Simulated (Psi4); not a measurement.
# SiH4O4 (orthosilicic acid): MP3/def2-SVP

What is the vertical singlet–triplet gap of SiH4O4 (orthosilicic acid) at MP3/def2-SVP? 

The calculation is run with Psi4 1.11.

2 further runs of the same task are left out: 2 that didn't finish.

**1. The structure to begin with**

SiH4O4: 9 atoms, total charge 0, spin state singlet. As SMILES, `O[Si](O)(O)O`. Geometry: relaxed at PBE0-D4/def2-TZVP. This is one conformer, not always the lowest.

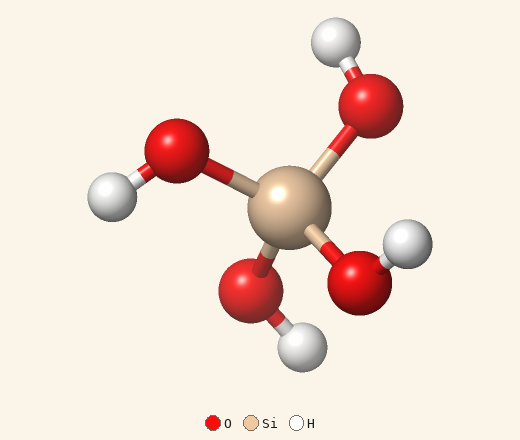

Viewed from a chosen angle; oxygen red, silicon light orange, hydrogen white.

**2. A single-point energy at MP3/def2-SVP**

h4o4si.xyz

```xyz
9
H4O4Si
O     -0.969050     0.776350    -1.057560
Si     0.000010     0.000030    -0.000040
O      1.527610     0.433680    -0.372150
O     -0.043140    -1.629280    -0.059900
O     -0.515400     0.419370     1.489460
H     -0.639460     0.869750    -1.952330
H      2.226280    -0.135170    -0.046190
H     -0.768040    -2.056130     0.398680
H     -0.818790     1.321420     1.600040
```

calc.py

```python
import psi4

psi4.set_memory(2200000000)
psi4.set_num_threads(1)
psi4.core.set_output_file('run.log', False)

with open('h4o4si.xyz') as f:
    atoms = ''.join(f.readlines()[2:])
geom = psi4.geometry('0 1\n' + atoms + 'symmetry c1')

options = {'basis': 'def2-SVP', 'reference': 'rhf', 'puream': True, 'e_convergence': 1e-09, 'd_convergence': 1e-08, 'scf_type': 'pk', 'num_frozen_docc': 9, 'mp_type': 'conv'}
psi4.set_options(options)

result = psi4.energy("mp3")
print(f'mp3 energy: {result:.10f} Eh')
```

Started as:

```console
$ python calc.py
```

run.log, cut to the lines that bear on the results:

```text
[...]
  Running in c1 symmetry.
[...]
  Nuclear repulsion =  269.977267005942508
[...]
  Multiplicity = 1
[...]
  Nalpha       = 25
  Nbeta        = 25
[...]
    Number of basis functions: 94
[...]
   @RHF iter   1:  -590.36778960410106   -9.82452e-01   7.91662e-03 ADIIS/DIIS
[...]
   @RHF iter  10:  -590.59051830082342   -1.20508e-11   7.67101e-09 DIIS
[...]
    Orbital Energies [Eh]
    ---------------------
    Doubly Occupied:
       1A    -68.832064     2A    -20.551389     3A    -20.551380
       4A    -20.551379     5A    -20.551375     6A     -6.188159
       7A     -4.301092     8A     -4.301092     9A     -4.300822
      10A     -1.362631    11A     -1.316703    12A     -1.316702
      13A     -1.309801    14A     -0.783146    15A     -0.714957
      16A     -0.714955    17A     -0.703645    18A     -0.591378
      19A     -0.561072    20A     -0.555897    21A     -0.555895
      22A     -0.537728    23A     -0.527823    24A     -0.497797
      25A     -0.497795
[...]
  @RHF Final Energy:  -590.59051830082342
   => Energetics <=
    Nuclear Repulsion Energy =            269.9772670059425081
    One-Electron Energy =               -1355.7822163419891695
    Two-Electron Energy =                 495.2144310352232992
    Total Energy =                       -590.5905183008235326
[...]
 Multipole Moments:
 ------------------------------------------------------------------------------------
     Multipole            Electronic (a.u.)      Nuclear  (a.u.)        Total (a.u.)
 ------------------------------------------------------------------------------------
 L = 1.  Multiply by 2.5417464519 to convert [e a0] to [Debye]
 Dipole X            :          0.0000236           -0.0000323           -0.0000087
 Dipole Y            :          0.0000645           -0.0002244           -0.0001599
 Dipole Z            :         -0.0000818            0.0003169            0.0002351
 Magnitude           :                                                    0.0002845
[...]
	SCS-MP2 Total Energy (a.u.)        :  -591.39700830013226
	SOS-MP2 Total Energy (a.u.)        :  -591.38385360094287
[...]
	SOS-PI-MP2 Total Energy (a.u.)     :  -591.44487939325973
[...]
	MP2 Total Energy (a.u.)            :  -591.42331769851114
[...]
	SCS-MP3 Total Energy (a.u.)        :  -591.39974315977918
[...]
	MP3 Total Energy (a.u.)            :  -591.43425713709894
[...]
```

Standard output:

```text
mp3 energy: -591.4342571371 Eh
```

It took 7.2 s on 1 thread of Intel Xeon 6975P-C (Granite Rapids), shared host; peak memory 0.65 GiB.

**3. The triplet at the same level**

input.dat

```
memory 2200 MB

molecule geom {
  0 3
  O     -1.83123910     1.46708888    -1.99849876
  Si     0.00001890     0.00005669    -0.00007559
  O      2.88676453     0.81953643    -0.70326158
  O     -0.08152279    -3.07889298    -0.11319459
  O     -0.97396484     0.79249444     2.81467147
  H     -1.20840427     1.64358930    -3.68936900
  H      4.20705948    -0.25543428    -0.08728645
  H     -1.45138525    -3.88552258     0.75339601
  H     -1.54728885     2.49712190     3.02363739
  units au
  symmetry c1
}

set globals {
  basis           def2-SVP
  reference       uhf
  puream          true
  e_convergence   1e-09
  d_convergence   1e-08
  scf_type        pk
  num_frozen_docc 9
  maxiter         100
  mp_type         conv
}

E = energy("mp3")
print_variables()
```

Started as:

```console
$ psi4 -n 1 input.dat output.dat
```

output.dat, cut to the lines that bear on the results:

```text
[...]
  Running in c1 symmetry.
[...]
  Nuclear repulsion =  269.977267110290200
[...]
  Multiplicity = 3
[...]
  Nalpha       = 26
  Nbeta        = 24
[...]
    Number of basis functions: 94
[...]
   @UHF iter   1:  -590.01703263820355   -6.31695e-01   6.46714e-03 DIIS/ADIIS
[...]
   @UHF iter  27:  -590.23198755617966   -3.97904e-12   9.26379e-09 DIIS
[...]
   @S^2 Observed:                2.059157546E+00
[...]
  @UHF Final Energy:  -590.23198755617966
   => Energetics <=
    Nuclear Repulsion Energy =            269.9772671102901995
    One-Electron Energy =               -1353.0352608900636824
    Two-Electron Energy =                 492.8260062235937653
    Total Energy =                       -590.2319875561795470
  UHF NO Occupations:
  HONO-2 :   24  A 1.9729809
  HONO-1 :   25  A 1.0000000
[...]
 Multipole Moments:
 ------------------------------------------------------------------------------------
     Multipole            Electronic (a.u.)      Nuclear  (a.u.)        Total (a.u.)
 ------------------------------------------------------------------------------------
 L = 1.  Multiply by 2.5417464519 to convert [e a0] to [Debye]
 Dipole X            :          0.1744664           -0.0000323            0.1744341
 Dipole Y            :          0.1470794           -0.0002244            0.1468550
 Dipole Z            :          0.1926384            0.0003169            0.1929553
 Magnitude           :                                                    0.2987061
[...]
	SCS-MP2 Total Energy (a.u.)        :  -591.05169538570397
	SOS-MP2 Total Energy (a.u.)        :  -591.03587590387679
[...]
	SOS-PI-MP2 Total Energy (a.u.)     :  -591.09771346908428
[...]
	MP2 Total Energy (a.u.)            :  -591.08333434935821
[...]
	SCS-MP3 Total Energy (a.u.)        :  -591.05420784957289
[...]
	MP3 Total Energy (a.u.)            :  -591.09338420483380
[...]
```

It took 15 s on 1 thread of Intel Xeon 6975P-C (Granite Rapids), shared host; peak memory 0.66 GiB.

**4. Outcome**

At MP3/def2-SVP, 9 core orbitals frozen:

| quantity | value |
| --- | --- |
| singlet: total energy | -591.43426 Eh |
| singlet: HOMO energy (Hartree–Fock orbitals) | -13.55 eV |
| singlet: LUMO energy (Hartree–Fock orbitals) | 4.31 eV |
| singlet: HOMO–LUMO gap (Hartree–Fock orbitals) | 17.86 eV |
| singlet: correlation energy (9 core orbitals frozen) | -843.7 mEh |
| triplet: total energy | -591.09338 Eh |
| triplet: HOMO energy (Hartree–Fock orbitals) (highest over α and β) | -2.04 eV |
| triplet: correlation energy (9 core orbitals frozen) | -861.4 mEh |
| triplet: ⟨S²⟩ of the reference determinant | 2.059 |
| vertical energy of the triplet above the singlet | 9.276 eV |

In words: At this shape the triplet lies 9.28 eV (895 kJ/mol) above the singlet.
